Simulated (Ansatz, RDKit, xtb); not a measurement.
# C2H11AlGeSi: which of the isomers drawn lies lowest?, part 2 of 2

A sample of isomers of C2H11AlGeSi is drawn. Aim: find which of them has the lowest free energy at 298.15 K, then its properties. The sample is small against all isomers, and the most stable one of this formula need not be in it.

xtb, Ansatz and PySCF; isolated molecules.

### Step 6. After refinement

```csv
label,spin,r2SCAN-D4/def2-SVP (kcal/mol),"r2SCAN-D4/def2-SVP, relaxed (kcal/mol)",time
c814d,singlet,0.0,0.0,3.3 min
c835c,singlet,8.1,8.2,4.9 min
c333a,singlet,8.7,9.3,4.5 min
c141b,singlet,9.0,9.6,2 min
```

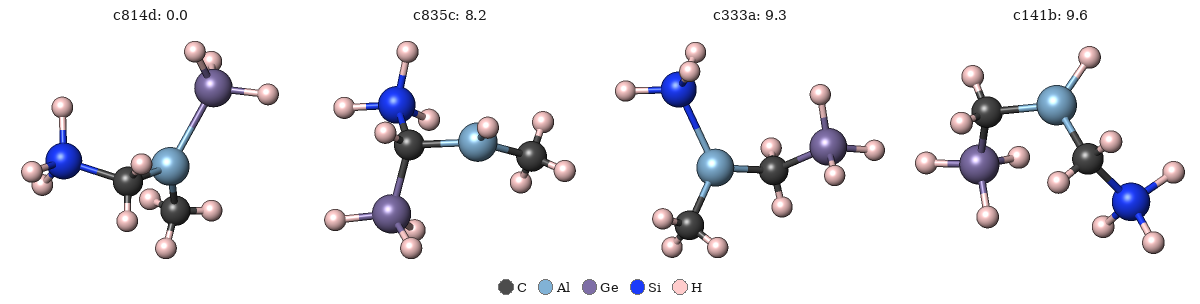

The relaxed structures, with energies at r2SCAN-D4/def2-SVP in kcal/mol.

### Step 7. Vibrations and thermal terms

The lowest few go on as finalists. In this search the thermal terms come from GFN2-xTB at its own nearest minimum. The first, c814d:

The input, start.xyz:

```xyz
16
c814d
C     -1.229759    -1.711619    -1.129439
C     -0.502321     0.115711     1.647368
Al    -0.222138    -0.284016    -0.250773
Ge     1.346429     1.129783    -1.541694
Si    -1.907186     1.325251     1.948211
H     -0.658600    -2.220394    -1.923957
H     -1.597812    -2.476921    -0.425690
H     -2.121148    -1.279989    -1.623252
H      1.752101     2.432926    -0.823072
H      2.670617     0.391130    -1.841215
H      0.799772     1.548949    -2.922779
H      0.411036     0.555286     2.089081
H     -0.734733    -0.812432     2.202584
H     -2.100548     1.647421     3.396772
H     -3.195509     0.765645     1.426803
H     -1.653804     2.611178     1.222558
```

Command:

```sh
$ xtb start.xyz --gfn 2 --ohess tight
```

Log (excerpt; [...] marks lines left out):

```text
* xtb version 6.7.1
[...]
          :  # basis functions                  49          :
[...]
          :  # electrons                        30          :
[...]
          :  Hamiltonian                  GFN2-xTB          :
[...]
          :  net charge                          0          :
          :  unpaired electrons                  0          :
[...]
   *** convergence criteria satisfied after 14 iterations ***
[...]
   *** GEOMETRY OPTIMIZATION CONVERGED AFTER 42 ITERATIONS ***
[...]
   *** convergence criteria satisfied after 3 iterations ***
[...]
         ::                     SUMMARY                     ::
         :::::::::::::::::::::::::::::::::::::::::::::::::::::
         :: total energy             -14.567259808939 Eh    ::
         :: gradient norm              0.000162158355 Eh/a0 ::
         :: HOMO-LUMO gap              3.900866974835 eV    ::
         ::.................................................::
         :: SCC energy               -14.726686834981 Eh    ::
         :: -> isotropic ES            0.036886926740 Eh    ::
         :: -> anisotropic ES          0.004262521500 Eh    ::
         :: -> anisotropic XC          0.000970207932 Eh    ::
         :: -> dispersion             -0.009866182070 Eh    ::
         :: repulsion energy           0.159427026042 Eh    ::
         :: add. restraining           0.000000000000 Eh    ::
         :: total charge               0.000000000000 e     ::
         :::::::::::::::::::::::::::::::::::::::::::::::::::::
[...]
        15        2.0000           -0.3583096              -9.7501 (HOMO)
        16                         -0.2149555              -5.8492 (LUMO)
[...]
molecular dipole:
                 x           y           z       tot (Debye)
 q only:       -0.536      -0.463       0.371
   full:       -0.610      -0.801       0.447       2.800
molecular quadrupole (traceless):
[...]
          | TOTAL ENERGY              -14.567259808936 Eh   |
          | TOTAL ENTHALPY            -14.450894300111 Eh   |
          | TOTAL FREE ENERGY         -14.504567119637 Eh   |
          | GRADIENT NORM               0.000162177843 Eh/α |
[...]
```

Run time: 2.2 s. Hardware: 2 threads of Intel Xeon at 2.50GHz (Skylake/Cascade Lake), shared host; peak memory 0.11 GiB.

### Step 8. Zero-point energy and free-energy terms

As xtb prints them, at 298.15 K, with its own treatment of low modes:

```csv
label,SMILES,spin,lowest mode (cm⁻¹),zero-point (kcal/mol),G − E (kcal/mol)
c814d,[CH3][Al]([GeH3])[CH2][SiH3],singlet,12i,64.5,39.3
c835c,[CH3][AlH][C@@H]([SiH3])[GeH3],singlet,27,62.9,38.9
c333a,[CH3][Al]([SiH3])[CH2][GeH3],singlet,22,64.3,39.7
c141b,[SiH3][CH2][AlH][CH2][GeH3],singlet,21,63.3,39.6
```

c814d keeps an imaginary mode, a small one that points to a nearly free motion; the harmonic terms are rough for it.

### Step 9. Energies at the top level

Each finalist gets a single point at CCSD(T)/def2-SVP + MP2/def2-TZVPP - MP2/def2-SVP.

c814d, CCSD(T)/def2-SVP:

The input, input.yaml:

```yaml
crystal:
  periodic: [false, false, false]
  atoms:
    - {symbol: C, position_ang: [-1.229759, -1.711619, -1.129439]}
    - {symbol: C, position_ang: [-0.502321, 0.115711, 1.647368]}
    - {symbol: Al, position_ang: [-0.222138, -0.284016, -0.250773]}
    - {symbol: Ge, position_ang: [1.346429, 1.129783, -1.541694]}
    - {symbol: Si, position_ang: [-1.907186, 1.325251, 1.948211]}
    - {symbol: H, position_ang: [-0.658600, -2.220394, -1.923957]}
    - {symbol: H, position_ang: [-1.597812, -2.476921, -0.425690]}
    - {symbol: H, position_ang: [-2.121148, -1.279989, -1.623252]}
    - {symbol: H, position_ang: [1.752101, 2.432926, -0.823072]}
    - {symbol: H, position_ang: [2.670617, 0.391130, -1.841215]}
    - {symbol: H, position_ang: [0.799772, 1.548949, -2.922779]}
    - {symbol: H, position_ang: [0.411036, 0.555286, 2.089081]}
    - {symbol: H, position_ang: [-0.734733, -0.812432, 2.202584]}
    - {symbol: H, position_ang: [-2.100548, 1.647421, 3.396772]}
    - {symbol: H, position_ang: [-3.195509, 0.765645, 1.426803]}
    - {symbol: H, position_ang: [-1.653804, 2.611178, 1.222558]}
basis:
  gaussian:
    orbitals: def2-SVP
total_charge: 0
correlation:
  method: ccsd_t
  frozen_orbitals: {H: 0, Si: 5, C: 1, Al: 5, Ge: 9}
```

Command:

```sh
$ ansatz run input.yaml --threads 2 --pin off --max-ram 5220MiB --events-out events.jsonl --progress --plain --runs-dir runs
```

Log (excerpt; [...] marks lines left out):

```text
Warning: RAYON_NUM_THREADS=2 ignored (pool sized by the plan → 2); use --threads N
Functional definition: HF
  name "HF"
[...]
1502 factors; integrals over basis functions are off by at most 1.3e-3 eV
[...]
mean field -73140.90652308 eV, -2687.8787380361 hartree, gradient 1.5e-6 eV, S^2 0.000000; 0 other end points of the search recorded, 0 dependent functions left out
21 core orbitals not correlated: weight in the atoms' cores, before any rotation towards them, 1.000 or more for the frozen orbitals, at most 0.000 for the correlated occupied ones
reference -73140.90652308 eV, -2687.8787380361 hartree; 20, 20 occupied and 110, 110 virtual orbitals, 1502 factors
second order -18.89419901 eV of doubles, -0.00000000 eV of singles
cycle   1  -20.06613169 eV  change    -1.2e0 eV  update   1.1e-1
[...]
cycle   8  -20.84259477 eV  change   -1.4e-5 eV  update   3.8e-5
perturbative correction -0.59978185 eV, -0.0220415764 hartree
Total energy: -73162.34889970 eV, -2688.6667308428 hartree
```

Wall time 66 s (2 threads of Intel Xeon at 2.50GHz (Skylake/Cascade Lake), shared host); peak memory 1.2 GiB.

### Step 10. c814d at MP2/def2-TZVPP

Edit input.yaml of step 9 so:

```diff
@@ -21,6 +21,7 @@
   gaussian:
-    orbitals: def2-SVP
-total_charge: 0
+    orbitals: def2-TZVPP
+magnetization:
+  spin_polarized: false
 correlation:
-  method: ccsd_t
+  method: mp2
   frozen_orbitals: {H: 0, Si: 5, C: 1, Al: 5, Ge: 9}
```

Command:

```sh
$ ansatz run input.yaml --threads 2 --pin off --max-ram 5220MiB --events-out events.jsonl --progress --plain --runs-dir runs
```

Log:

```text
Warning: RAYON_NUM_THREADS=2 ignored (pool sized by the plan → 2); use --threads N
[... 2 set-up lines as earlier in the session ...]
  exchange = exact_x
  correlation = 0
2013 factors; integrals over basis functions are off by at most 8.5e-4 eV
mean field evaluation 1: about -73150.9077 eV, gradient 3.9e1 eV
mean field evaluation 2: about -73151.0786 eV, gradient 3.9e1 eV
mean field evaluation 4: about -73155.4988 eV, gradient 4.0e0 eV
mean field evaluation 8: about -73155.5734 eV, gradient 2.6e-1 eV
mean field -73155.57373266 eV, -2688.4177480463 hartree, gradient 1.5e-6 eV, S^2 0.000000; 0 other end points of the search recorded, 0 dependent functions left out
21 core orbitals not correlated: weight in the atoms' cores, before any rotation towards them, 1.000 or more for the frozen orbitals, at most 0.000 for the correlated occupied ones
reference -73155.57373266 eV, -2688.4177480463 hartree; 20, 20 occupied and 307, 307 virtual orbitals, 2013 factors
second order -22.59333994 eV of doubles, -0.00000000 eV of singles
Total energy: -73178.16707260 eV, -2689.2480379749 hartree
```

It took 41 s on 2 threads of Intel Xeon at 2.50GHz (Skylake/Cascade Lake), shared host; peak memory 1.2 GiB.

### Step 11. c835c at CCSD(T)/def2-SVP

The input, input.yaml:

```yaml
crystal:
  periodic: [false, false, false]
  atoms:
    - {symbol: C, position_ang: [0.474019, -1.687543, 2.805751]}
    - {symbol: C, position_ang: [0.575606, -0.065169, -0.166698]}
    - {symbol: Al, position_ang: [1.400524, -1.276929, 1.136403]}
    - {symbol: Ge, position_ang: [0.558024, 1.760291, 0.563310]}
    - {symbol: Si, position_ang: [-1.145544, -0.589371, -0.693846]}
    - {symbol: H, position_ang: [-0.179855, -0.867295, 3.147096]}
    - {symbol: H, position_ang: [1.159594, -1.946047, 3.629538]}
    - {symbol: H, position_ang: [-0.184645, -2.565180, 2.663502]}
    - {symbol: H, position_ang: [2.821031, -1.906660, 0.787126]}
    - {symbol: H, position_ang: [1.223255, -0.037419, -1.064458]}
    - {symbol: H, position_ang: [-2.050539, -0.657760, 0.496266]}
    - {symbol: H, position_ang: [-1.121508, -1.949976, -1.323476]}
    - {symbol: H, position_ang: [-1.761612, 0.353422, -1.681973]}
    - {symbol: H, position_ang: [0.320687, 2.794664, -0.550080]}
    - {symbol: H, position_ang: [-0.552105, 1.890361, 1.619860]}
    - {symbol: H, position_ang: [1.905180, 2.083642, 1.245290]}
basis:
  gaussian:
    orbitals: def2-SVP
correlation:
  method: ccsd_t
  frozen_orbitals: {H: 0, Si: 5, C: 1, Al: 5, Ge: 9}
total_charge: 0
```

Command:

```sh
$ ansatz run input.yaml --threads 2 --pin off --max-ram 5220MiB --events-out events.jsonl --progress --plain --runs-dir runs
```

Log (excerpt; [...] marks lines left out):

```text
Warning: RAYON_NUM_THREADS=2 ignored (pool sized by the plan → 2); use --threads N
[... 2 set-up lines as earlier in the session ...]
[...]
1501 factors; integrals over basis functions are off by at most 1.4e-3 eV
[...]
mean field -73140.62758302 eV, -2687.8684871781 hartree, gradient 2.5e-6 eV, S^2 0.000000; 0 other end points of the search recorded, 0 dependent functions left out
21 core orbitals not correlated: weight in the atoms' cores, before any rotation towards them, 1.000 or more for the frozen orbitals, at most 0.000 for the correlated occupied ones
reference -73140.62758302 eV, -2687.8684871781 hartree; 20, 20 occupied and 110, 110 virtual orbitals, 1501 factors
second order -18.97319099 eV of doubles, -0.00000000 eV of singles
cycle   1  -20.06029656 eV  change    -1.1e0 eV  update   1.1e-1
[...]
cycle   8  -20.84926497 eV  change   -7.4e-6 eV  update   2.9e-5
perturbative correction -0.61338037 eV, -0.0225413130 hartree
Total energy: -73162.09022837 eV, -2688.6572248466 hartree
```

Run time: 72 s. Hardware: 2 threads of Intel Xeon at 2.50GHz (Skylake/Cascade Lake), shared host; peak memory 1.2 GiB.

### Step 12. Free energies and the winner

Energies in kcal/mol from c814d; G adds the thermal terms to the CCSD(T)/def2-SVP + MP2/def2-TZVPP - MP2/def2-SVP energy. The columns left of the relaxed level are at the tight-binding geometries.

```csv
label,SMILES,spin,GFN2-xTB,HF/STO-3G,r2SCAN-D4/def2-SVP,"r2SCAN-D4/def2-SVP, relaxed",HF/def2-SVP,MP2/def2-SVP,CCSD(T)/def2-SVP + MP2/def2-TZVPP - MP2/def2-SVP,G,share at equilibrium,T1
c814d,[CH3][Al]([GeH3])[CH2][SiH3],singlet,0.0,0.0,0.0,0.0,0.0,0.0,0.0,0.0,100.0 %,0.011
c835c,[CH3][AlH][C@@H]([SiH3])[GeH3],singlet,0.9,14.1,8.1,8.2,6.4,4.6,6.1,5.6,< 0.1 %,0.010
c141b,[SiH3][CH2][AlH][CH2][GeH3],singlet,0.9,12.1,9.0,9.6,6.9,6.4,7.8,8.1,< 0.1 %,0.010
c333a,[CH3][Al]([SiH3])[CH2][GeH3],singlet,8.7,9.1,8.7,9.3,8.9,8.8,8.7,9.1,< 0.1 %,0.010
```

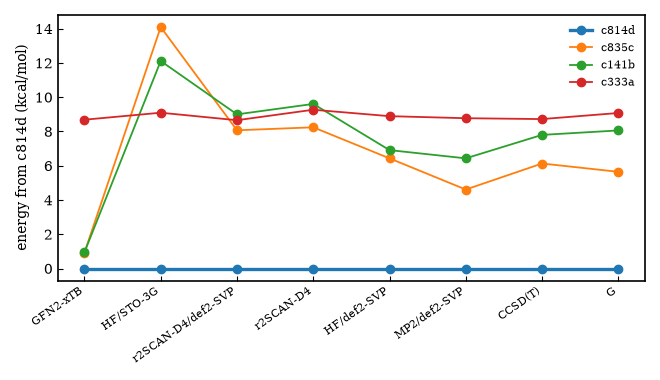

The finalists at each level, measured from c814d.

Lowest found: c814d, `[CH3][Al]([GeH3])[CH2][SiH3]`, a singlet. Bond lengths: C1–Al3 1.956 Å, C2–Al3 1.960 Å, Al3–Ge4 2.475 Å, C2–Si5 1.878 Å, C1–H6 1.103 Å, C1–H7 1.103 Å, C1–H8 1.107 Å, Ge4–H9 1.542 Å, Ge4–H10 1.546 Å, Ge4–H11 1.543 Å, C2–H12 1.106 Å, C2–H13 1.106 Å, Si5–H14 1.496 Å, Si5–H15 1.498 Å, Si5–H16 1.498 Å. Some angles: C1–Al3–C2 120.7°, C1–Al3–Ge4 120.6°, C2–Al3–Ge4 118.6°, Al3–C2–Si5 113.2°, Al3–C1–H6 113.2°, Al3–C1–H7 113.1°, Al3–C1–H8 109.3°, Al3–C2–H12 110.5°, Al3–C2–H13 110.2°, Si5–C2–H12 107.3°.

```xyz
16

C    -1.2298   -1.7116   -1.1294
C    -0.5023    0.1157    1.6474
Al   -0.2221   -0.2840   -0.2508
Ge    1.3464    1.1298   -1.5417
Si   -1.9072    1.3253    1.9482
H    -0.6586   -2.2204   -1.9240
H    -1.5978   -2.4769   -0.4257
H    -2.1211   -1.2800   -1.6233
H     1.7521    2.4329   -0.8231
H     2.6706    0.3911   -1.8412
H     0.7998    1.5489   -2.9228
H     0.4110    0.5553    2.0891
H    -0.7347   -0.8124    2.2026
H    -2.1005    1.6474    3.3968
H    -3.1955    0.7656    1.4268
H    -1.6538    2.6112    1.2226
```

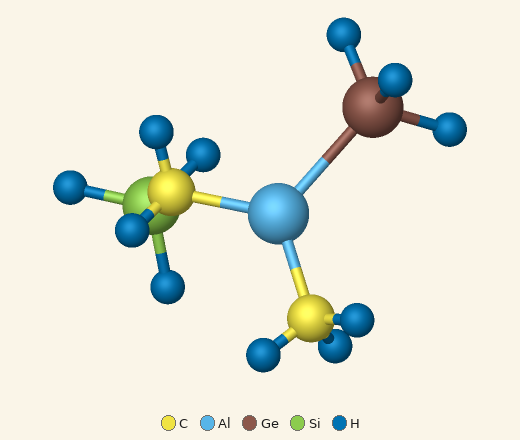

The lowest structure found, seen from a chosen angle (carbon yellow, aluminium blue, germanium brown, silicon green, hydrogen blue).

### Step 13. Outcome

What follows sums up all 2 parts.

| quantity | value |
| --- | --- |
| lowest structure found | [CH3][Al]([GeH3])[CH2][SiH3], singlet |
| next finalist | [CH3][AlH][C@@H]([SiH3])[GeH3], singlet, 5.6 kcal/mol higher in G |
| share at equilibrium, among the finalists | 100.0 % |
| funnel | 16 starts, 16 minima at GFN2-xTB from these starts (18 with those found later), 10 screening runs, 4 relaxed, 4 ranked |
| CPU time of all runs | 46 min |

`[CH3][Al]([GeH3])[CH2][SiH3]` comes out lowest. Among the finalists first place is clear (5.6 kcal/mol); structures outside the list aren't covered. With 8 minima in the window unscreened, the next finalist need not be the second lowest, and margin and share hold for the finalists alone. GFN2-xTB, HF/STO-3G, r2SCAN-D4/def2-SVP, r2SCAN-D4/def2-SVP, relaxed, HF/def2-SVP and MP2/def2-SVP already put its bonding pattern lowest among the structures in one piece. The largest share of the time went into the relaxations (60 % of the CPU time that the search's summary counts). 8 minima inside the window were never screened. The search is not exhaustive (a finite list of starts, one conformer a finalist), so a lower isomer can't be ruled out. Only 4 drawn patterns were tried, so whole families of isomers are missing, and the result ranks only the part of this sample that was screened.
